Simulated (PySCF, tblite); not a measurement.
# Ga10N10H12: electronic excitations

Wanted: electronic excitations for Ga10N10H12.

Programs: tblite 0.8.0 and PySCF 2.14.0, with routines of our own; each step states its level. All values are computed. Atoms count from 0.

## 1. The system as given

32 atoms, charge 0, multiplicity 1; geometry from: force field, distance geometry or constructed start.

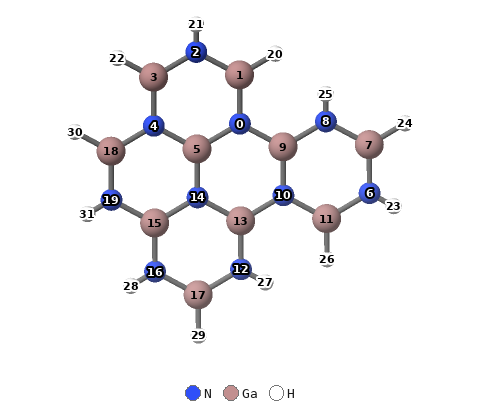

The starting geometry (nitrogen blue, gallium pink, hydrogen white); sticks join atoms by distance alone.

## 2. Relaxing the molecule with GFN2-xTB

The job: settings as JSON, then the geometry in Å.

```
{"job": {"kind": "relax", "xc": "GFN2-xTB", "basis": "xTB"}, "charge": 0, "multiplicity": 1}
N     -1.397000     1.270100    -0.001600
Ga    -3.007200     2.199500    -0.006900
N     -4.601000     1.269600     0.001000
Ga    -4.606900    -0.573700    -0.006200
N     -3.005000    -1.504300     0.003400
Ga    -1.405200    -0.578600    -0.002600
N      3.404700     4.048600    -0.003300
Ga     1.805800     4.974600     0.001500
N      0.203000     4.044800    -0.000400
Ga     0.197500     2.196100     0.001600
N      1.800300     1.270700    -0.002100
Ga     3.402100     2.194900    -0.000000
N      3.401200    -1.502400     0.005000
Ga     1.804600    -0.578700    -0.002700
N      0.198100    -1.498000     0.000200
Ga     0.198400    -3.352500     0.006300
N      1.802800    -4.276200     0.000900
Ga     3.403500    -3.356500    -0.001000
Ga    -3.004600    -3.351300     0.002500
N     -1.399100    -4.277200     0.002700
H     -3.006300     3.750700     0.001500
H     -5.507700     1.793400    -0.000200
H     -5.945100    -1.348500     0.006600
H      4.301000     4.562600    -0.001500
H      1.802900     6.524500     0.000900
H     -0.706500     4.566000     0.002500
H      4.747600     1.424200    -0.000700
H      4.304600    -0.982500     0.001200
H      1.803000    -5.317700    -0.002000
H      4.748000    -4.127700     0.003400
H     -4.342800    -4.127500    -0.001100
H     -1.403800    -5.316800     0.000200
```

Run with:

```sh
$ OMP_NUM_THREADS=2 python large_run.py task.json out
```

This one command runs all jobs of the session in turn.

Standard output:

```text
step      E/eV     max force
  0   -1290.92414    1.061
  1   -1290.98821    0.246
  2   -1290.99818    0.263
  3   -1291.01563    0.231
  4   -1291.02131    0.235
  5   -1291.03069    0.155
  6   -1291.03381    0.143
  7   -1291.03688    0.105
  8   -1291.03928    0.100
  9   -1291.04104    0.088
 10   -1291.04195    0.071
 11   -1291.04263    0.047
 12   -1291.04338    0.057
 13   -1291.04418    0.055
 14   -1291.04481    0.049
 15   -1291.04517    0.035
 16   -1291.04536    0.022
 17   -1291.04550    0.025
 18   -1291.04564    0.027
 19   -1291.04579    0.026
 20   -1291.04592    0.027
 21   -1291.04602    0.020
```

It took 1.6 s on 2 threads of Arm Neoverse N1, shared host; peak memory 0.16 GiB.

Along the way:

```csv
step,energy from step 0 (eV),largest force (eV/Å)
0,0.0000,1.0612
1,-0.0641,0.2457
2,-0.0740,0.2625
3,-0.0915,0.2317
4,-0.0972,0.2349
5,-0.1065,0.1552
6,-0.1097,0.1432
7,-0.1127,0.1048
8,-0.1151,0.0997
9,-0.1169,0.0876
10,-0.1178,0.0707
11,-0.1185,0.0470
12,-0.1192,0.0573
13,-0.1200,0.0554
14,-0.1207,0.0498
15,-0.1210,0.0349
16,-0.1212,0.0222
17,-0.1214,0.0244
18,-0.1215,0.0269
19,-0.1216,0.0259
20,-0.1218,0.0269
21,-0.1219,0.0206
```

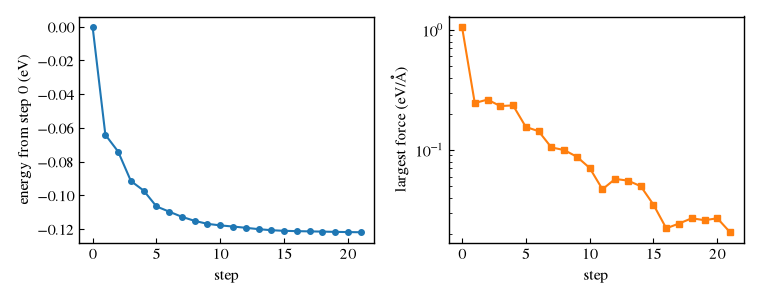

Energy and force, step by step.

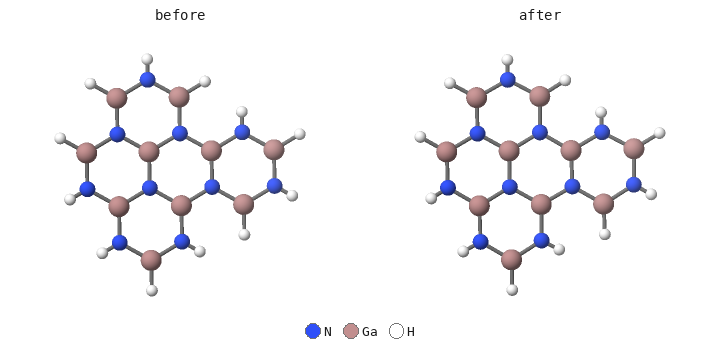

The geometry before (left) and after (right).

Close pairs (by a distance rule), those that changed most:

```csv
bond,before (Å),after (Å),change (Å)
N8–H25,1.048,1.018,-0.031
N2–H21,1.047,1.017,-0.030
N16–H28,1.042,1.016,-0.025
N12–H27,1.042,1.018,-0.025
N19–H31,1.040,1.016,-0.024
N12–Ga17,1.854,1.833,-0.021
Ga7–N8,1.853,1.834,-0.019
N0–Ga1,1.859,1.841,-0.018
```

The end geometry stands in the next job.

## 3. Electronic excitations: TDDFT PBE/def2-SVP

The job: settings as JSON, then the geometry in Å.

```
{"job": {"kind": "uv", "basis": "def2-SVP", "grid": 1, "kgrid": 0, "vcut": null, "nstates": 6, "ntriplets": 2, "tda": false, "delta": ["ip_vertical"], "pop": true, "xc": "PBE"}, "charge": 0, "multiplicity": 1}
N     -1.408177     1.272112    -0.002500
Ga    -2.986692     2.218994    -0.001241
N     -4.560715     1.253939    -0.001849
Ga    -4.604248    -0.588583     0.001430
N     -3.001593    -1.501547     0.000709
Ga    -1.408064    -0.571772    -0.000494
N      3.366018     4.021226    -0.001698
Ga     1.791116     4.976076     0.000023
N      0.229225     4.014225     0.000752
Ga     0.209506     2.165410    -0.001405
N      1.817500     1.270369    -0.001728
Ga     3.415282     2.180535    -0.001222
N      3.371484    -1.519274     0.003237
Ga     1.783235    -0.577307     0.000513
N      0.189923    -1.496217     0.000555
Ga     0.203991    -3.339017     0.000908
N      1.817530    -4.237419     0.000469
Ga     3.421736    -3.351417     0.001785
Ga    -3.015002    -3.344847     0.000674
N     -1.412602    -4.239875     0.002919
H     -3.015122     3.772228    -0.000283
H     -5.441551     1.761704    -0.001643
H     -5.940747    -1.381598     0.004033
H      4.248409     4.527796    -0.001446
H      1.784258     6.524066     0.001320
H     -0.668419     4.493813     0.002110
H      4.775895     1.430617    -0.000716
H      4.234978    -0.981040     0.001129
H      1.784797    -5.253220    -0.000664
H      4.765312    -4.118569     0.002188
H     -4.370493    -4.106245    -0.000524
H     -1.385802    -5.255400     0.001671
```

With the program's defaults for keys left out, this is: TDDFT PBE/def2-SVP, vertical, gas phase, core orbitals frozen in the response.

Standard output:

```text
start: PBE on a coarse grid of 145721 points
cycle   1  E = -19796.1815182549  dE = -2.049e+00  |g| = 2.762e+00  |ddm| = 7.550e+00
cycle   2  E = -19789.8228703986  dE =  6.359e+00  |g| = 5.745e+00  |ddm| = 7.068e+00
cycle   3  E = -19797.0673685066  dE = -7.244e+00  |g| = 1.097e+00  |ddm| = 6.072e+00
cycle   4  E = -19797.3698909417  dE = -3.025e-01  |g| = 1.807e-01  |ddm| = 1.109e+00
cycle   5  E = -19797.3653734742  dE =  4.517e-03  |g| = 1.986e-01  |ddm| = 3.357e-01
cycle   6  E = -19797.3751086432  dE = -9.735e-03  |g| = 4.264e-02  |ddm| = 1.987e-01
cycle   7  E = -19797.3755718494  dE = -4.632e-04  |g| = 1.831e-02  |ddm| = 6.161e-02
cycle   8  E = -19797.3756459216  dE = -7.407e-05  |g| = 7.560e-03  |ddm| = 2.073e-02
final grid: 145721 points
cycle   9  E = -19797.3755533892  dE =  9.253e-05  |g| = 2.078e-02  |ddm| = 2.341e-02
cycle  10  E = -19797.3747564840  dE =  7.969e-04  |g| = 6.135e-02  |ddm| = 6.708e-02
cycle  11  E = -19797.3756540263  dE = -8.975e-04  |g| = 4.846e-03  |ddm| = 5.100e-02
cycle  12  E = -19797.3756653564  dE = -1.133e-05  |g| = 9.322e-04  |ddm| = 4.579e-03
cycle  13  E = -19797.3756518936  dE =  1.346e-05  |g| = 1.530e-04  |ddm| = 9.454e-04
cycle  14  E = -19797.3756571760  dE = -5.282e-06  |g| = 3.902e-05  |ddm| = 1.611e-04
converged SCF energy = -19797.3756571760

Static polarisability (au): isotropic 340.405, principal 177.285 412.555 431.375

Singlet excitations
state   eV       nm        f      main configurations
  1   3.7591    329.8   0.00001   H->L 1.00
  2   3.8910    318.6   0.00002   H-1->L 0.99
  3   4.0810    303.8   0.00001   H-2->L 0.98
  4   4.1202    300.9   0.00005   H-3->L 0.98
  5   4.3075    287.8   0.00896   H->L+1 0.98
  6   4.4302    279.9   0.00013   H-4->L 0.98

Triplet excitations (Tamm-Dancoff, eV): 3.6734 3.8045
```

Wall time 1.7 min (2 threads of Arm Neoverse N1, shared host); peak memory 1.5 GiB.

Warnings kept with the result: ip_vertical: open-shell SCF did not converge.

The orbitals next to the gap, with their largest atomic shares:

```csv
orbital,eV,atoms
HOMO−4,-6.06,"N16 15 %, N10 14 %, N8 14 %"
HOMO−3,-5.75,"N14 21 %, N19 20 %, N6 18 %"
HOMO−2,-5.72,"N2 18 %, N4 17 %, N12 14 %"
HOMO−1,-5.54,"N8 34 %, N0 14 %, N6 14 %"
HOMO,-5.40,"N12 28 %, N16 25 %, N19 15 %"
LUMO,-1.68,"Ga5 12 %, Ga13 10 %, Ga9 9 %"
LUMO+1,-1.12,"Ga1 46 %, Ga3 33 %, Ga11 7 %"
LUMO+2,-0.99,"Ga11 48 %, Ga7 30 %, Ga3 4 %"
LUMO+3,-0.83,"Ga18 58 %, Ga17 10 %, Ga15 6 %"
```

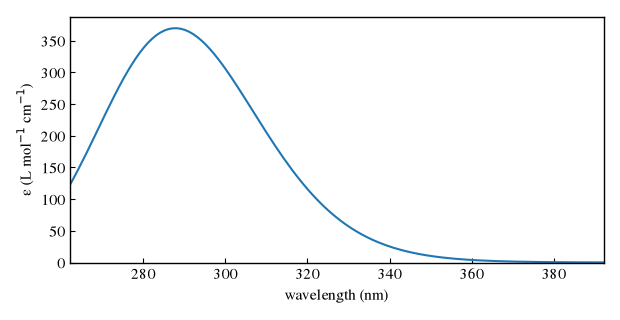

Absorption spectrum: each of the 6 states is a Gaussian band of 0.4 eV half-width at 1/e. Beyond the last state computed it falls off for lack of states.

Ground-state properties from the same run:

```csv
property,computed
dipole moment (D),0.19
polarisability (Å³),50.44
HOMO–LUMO gap (eV),3.72
−ε(HOMO) (eV),5.40
```

## 4. Results

| quantity | value |
| --- | --- |
| lowest singlet (PBE/def2-SVP) | 3.76 eV (330 nm), f = 0.000 |
| brightest single state of those computed | state 5, 4.31 eV, f = 0.009 |
| lowest triplet | 3.67 eV |

**Reading.** The lowest singlet, at 3.76 eV, is HOMO→LUMO 1.00 and is dark; of the 6 states computed, the strongest absorption comes from state 5 at 4.31 eV. The lowest triplet lies 0.09 eV below the lowest singlet (triplets in Tamm-Dancoff, singlets in full TDDFT).
